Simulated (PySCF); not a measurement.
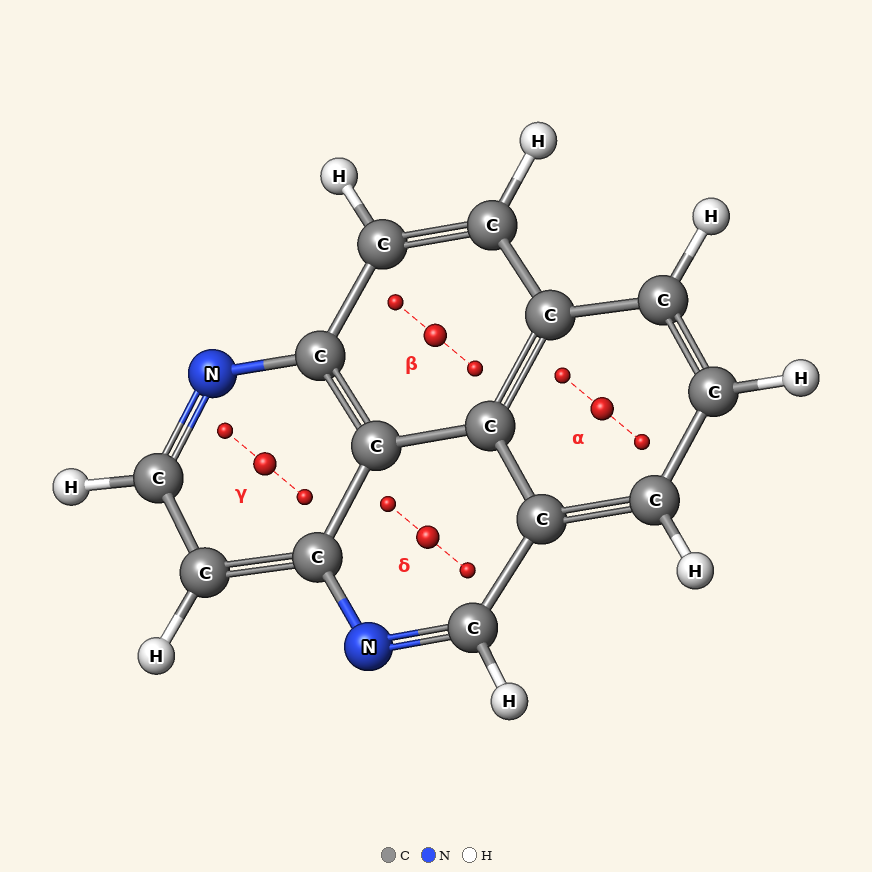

The small points mark where nucleus-independent chemical shifts (NICS) were computed: at the centre of each lettered ring and 1 Å above and below it. The geometry was computed by an optimisation with GFN2-xTB. No frequency run is at hand to confirm it as a minimum. Properties computed with GIAO KT3/pcSseg-1 NMR shielding, non-relativistic, gas phase (PySCF 2.14.0).

Give NICS(0), NICS(1) and the out-of-plane component NICS(1)zz for each ring (means of the two sides).

```tsv
ring	members	NICS(0)	NICS(1)	NICS(1)zz
α	C6	−11.7	−13.9	−35.0
β	C6	−4.6	−8.2	−17.8
γ	C5N	−10.7	−13.5	−34.1
δ	C5N	−3.3	−7.7	−15.9
```

Values in ppm.

> What do the values say about the ring currents?

Ring α: diatropic, as in an aromatic ring. Ring β: diatropic, as in an aromatic ring. Ring γ: diatropic, as in an aromatic ring. Ring δ: diatropic, as in an aromatic ring. NICS is one index among several.
